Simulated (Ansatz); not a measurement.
CH3ClF2Ti

```xyz
8

Ti    0.0736    0.4838    0.8380
Cl    2.2550    0.7140    1.0826
C    -0.1910   -0.5405   -0.9286
H     0.3176   -1.5250   -0.8548
F    -0.7616    2.0114    0.6333
F    -0.6572   -0.5129    2.0812
H     0.2449    0.0537   -1.7595
H    -1.2812   -0.6844   -1.0921
```

All numbers below come from RKS BLYP-D4/def2-SVP (Ansatz 0.2.0).

Predict the electron density and electron localisation function between the atoms.

Answer. Ti–F (1.75 Å): the density is about 1 e/Å³ at the midpoint; the ELF peaks at about 0.85 in the valence shell of F, 0.5 Å from its nucleus, and drops to about 0.20 between the two atoms.
C–Ti (2.06 Å): the density is about 0.79 e/Å³ at the midpoint; the ELF peaks at about 0.90 in the valence shell of C, 0.7 Å from its nucleus, and is about 0.60 at the midpoint.
C–H (1.11 Å): the density is about 1.8 e/Å³ at the midpoint; the ELF climbs to about 1 towards the hydrogen, as it does in any bond to H; a covalent bond by its length.

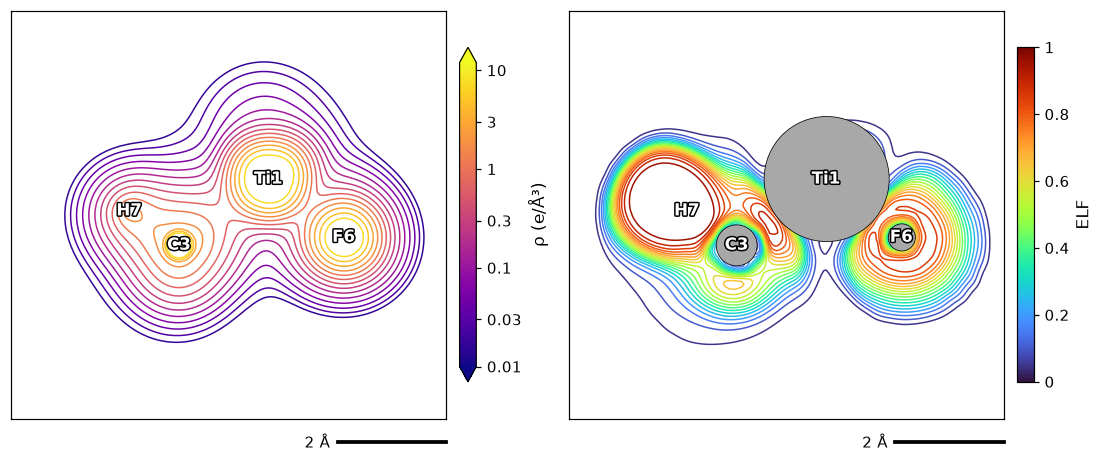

Computed electron density and electron localisation function on the plane of atoms C3, Ti1 and F6, in this order. Grey discs cover the atomic cores in the ELF map. 
